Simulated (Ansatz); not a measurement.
CH4GeO···H2

Input file:

```
crystal:
  periodic: [false, false, false]
  atoms:
    - {symbol: Ge, position_ang: [-1.400973, -1.117226, 0.205516]}
    - {symbol: H, position_ang: [1.457785, -1.540182, -0.473031]}
    - {symbol: O, position_ang: [-0.222402, 0.428241, 0.965567]}
    - {symbol: C, position_ang: [0.505397, 1.150062, 0.312643]}
    - {symbol: H, position_ang: [2.085307, -1.185025, -0.681386]}
    - {symbol: H, position_ang: [-2.663124, -0.372921, 0.811655]}
    - {symbol: H, position_ang: [-1.443461, -0.323090, -1.183646]}
    - {symbol: H, position_ang: [1.263666, 1.756623, 0.823091]}
    - {symbol: H, position_ang: [0.417805, 1.203618, -0.780411]}
basis:
  gaussian: {orbitals: def2-TZVPP}
hamiltonian: {xc: pbe0, dispersion: d4}
output: {orbitals: {seedname: orbitals}}
```

Run with:

```sh
ansatz run in.yaml --threads 4 --pin off --events-out ev --progress --plain --max-ram 9574MiB
```

The product side of a reaction path; geometry: PBE0-D4/def2-TZVP.

Level of theory: RKS PBE0-D4/def2-TZVPP (Ansatz).

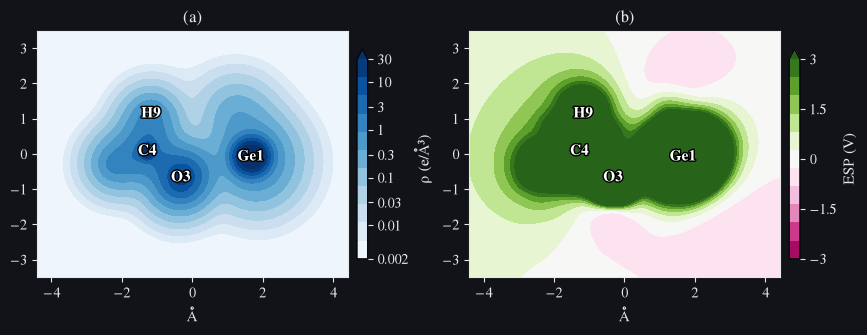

Figure 1. (a) electron density; (b) electrostatic potential on the plane of atoms Ge1, O3 and C4.

### Interpret the plot.

Atoms in the plane: Ge, O, C and H.
C–O (1.22 Å): ρ at the midpoint is about 3.3 e/Å³.
Ge–O (2.09 Å): ρ at the midpoint is about 0.46 e/Å³.
C–H (1.10 Å): ρ is about 2.1 e/Å³ halfway.
Outside the dense part of the complex the potential is most negative (−0.7 V) near O3.

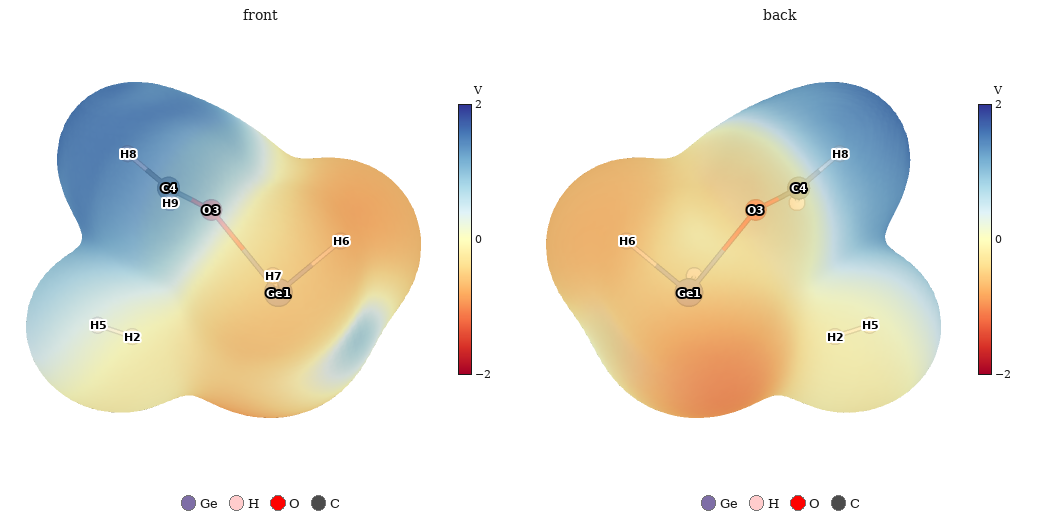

Figure 2. The molecular electrostatic potential painted on the density surface at 0.001 e/bohr³, seen from the front and from behind; red is negative and blue positive.

### Describe the electrostatic potential map.

The most negative region (about −1.0 V) lies over H2, the most positive (about +1.6 V) over C4 and H8.

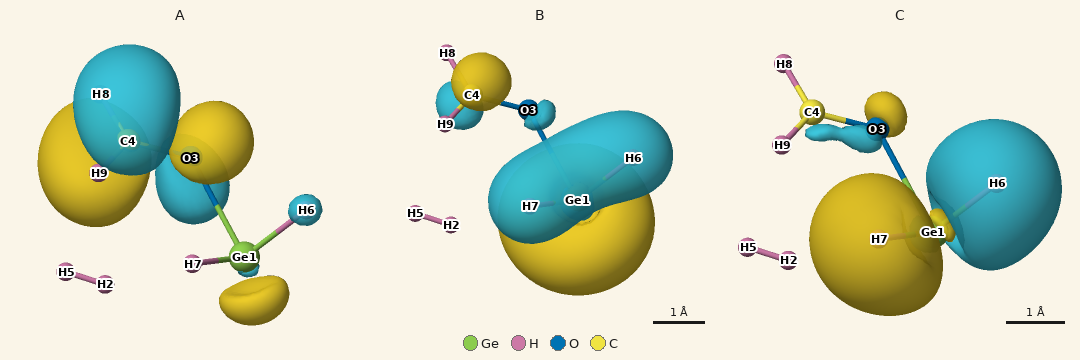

Figure 3. Three frontier orbitals at ±0.1 Å⁻³ᐟ² (yellow and cyan are the two phases), in no order.

### Which picture is the HOMO−1, the HOMO and the LUMO?

C is the HOMO−1 (−8.21 eV). It lies mainly on Ge1 (about 45 %), H7 (about 25 %) and H6 (about 25 %). B is the HOMO (−5.90 eV). By Hirshfeld shares it lies mainly on Ge1 (about 70 %), H7 (about 10 %) and H6 (about 10 %). A is the LUMO (−2.58 eV). Its weight (Hirshfeld) is mainly on C4 (about 50 %), O3 (about 30 %), Ge1 (about 5 %) and H8 (about 5 %); π-antibonding (π*) across C4–O3.

### What is the HOMO–LUMO gap?

3.32 eV between the orbital energies.
